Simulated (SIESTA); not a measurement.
Band structure of YZn (Fm-3m, 2 atoms in the cell).

```
CELL_PARAMETERS angstrom
      0.00000     2.96299     2.96299
      2.96299     0.00000     2.96299
      2.96299     2.96299     0.00000
ATOMIC_POSITIONS crystal
  Y  0.00000 0.00000 0.00000
  Zn 0.50000 0.50000 0.50000
```

Method of the run: GGA PBEsol, numerical atomic orbitals DZP, PseudoDojo PBEsol standard norm-conserving potentials (rewritten from UPF to PSML) (SIESTA).

Settings: XC.functional = GGA; XC.authors = PBEsol; potentials = PseudoDojo PBEsol standard; PAO.BasisSize = DZP; PAO.EnergyShift = 0.01 Ry; MeshCutoff = 400 Ry; kgrid.MonkhorstPack = 13 13 13; OccupationFunction = FD; ElectronicTemperature = 1160.45 K; MaxSCFIterations = 150; SCF.Mixer.Method = Broyden; SCF.Mixer.Weight = 0.2; SCF.Mixer.History = 8; SCF.DM.Tolerance = 1.0E-04.

The starting cell comes from a database of computed structures (which also holds hypothetical and non-ambient phases and stackings), without a prior relaxation at this level. Values carry the incompleteness of an atom-centred basis.

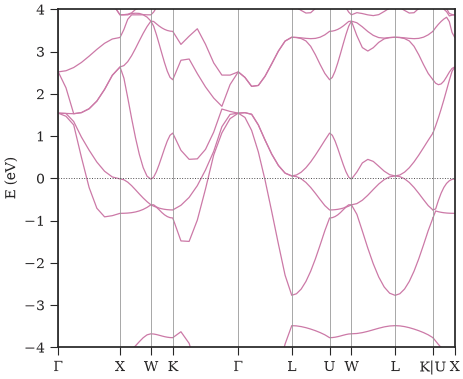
*Bands along the path, energies from the Fermi level.*

Levels in eV from the Fermi level, bands 13 to 18:
| point | 13 | 14 | 15 | 16 | 17 | 18 |
|---|---|---|---|---|---|---|
| Γ | -7.46 | -6.56 | 1.54 | 1.54 | 1.54 | 2.52 |
| X | -7.29 | -4.19 | -0.83 | -0.01 | 2.63 | 2.63 |
| W | -7.25 | -3.68 | -0.63 | -0.63 | -0.02 | 3.72 |
| K | -7.31 | -3.77 | -0.94 | -0.75 | 1.07 | 2.33 |
| L | -7.27 | -3.49 | -2.77 | 0.06 | 0.06 | 3.34 |
| U | -7.31 | -3.77 | -0.94 | -0.75 | 1.07 | 2.33 |

Bands cross the Fermi level along this path, so the cell is metallic at this level.

Higher empty bands are left out: an atom-centred basis made for the valence describes them poorly.
